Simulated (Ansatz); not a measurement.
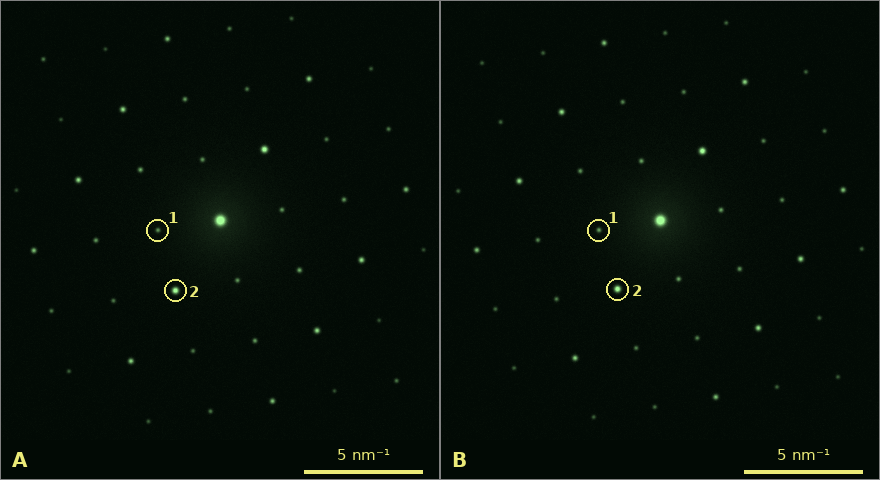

Kinematic electron diffraction patterns (300 kV, B = 0.5 Å², same scale) along [100] of the run's own cell, for the start and the end of one relaxation of K2Ir with DFT r2SCAN, scalar-relativistic, plane waves, PAW (Ansatz). k mesh 16×16×16. The start is a generated model structure, and the relaxation ends in the nearest stationary point of its symmetry, not necessarily the ground state. Spot 1 is 0 -1 0 and spot 2 is 0 0 -1 in both.

Start structure:

```yaml
crystal:
  lattice:
    - [-2.04263, 2.04263, 5.01082]
    - [2.04263, -2.04263, 5.01082]
    - [2.04263, 2.04263, -5.01082]
  atoms:
    - { symbol: K, position: [0.66500, 0.66500, 0.00000] }
    - { symbol: K, position: [0.33500, 0.33500, 0.00000] }
    - { symbol: Ir, position: [0.00000, 0.00000, 0.00000] }
```

Q: Which pattern belongs to the start structure, and which to the relaxed one?

A: B is the start: its cell gives d(1) = 3.783 Å, d(2) = 2.889 Å and an angle of 49.1°. A is the relaxed structure, with d(1) = 3.724 Å (-1.6 %), d(2) = 2.806 Å (-2.9 %) and 48.4°.

Q: Summarise the relaxation behind the change.

A: The volume changed by +1.5 % to 28.30 Å³ an atom; with the mean shift removed, the atoms moved by up to 0.16 Å relative to the cell (K most); the space group stayed I4/mmm (No. 139); the free energy fell by 18 meV an atom. Relaxed cell: a = 6.078 Å, b = 6.078 Å, c = 6.078 Å, α = 141.90°, β = 141.90°, γ = 54.98°.
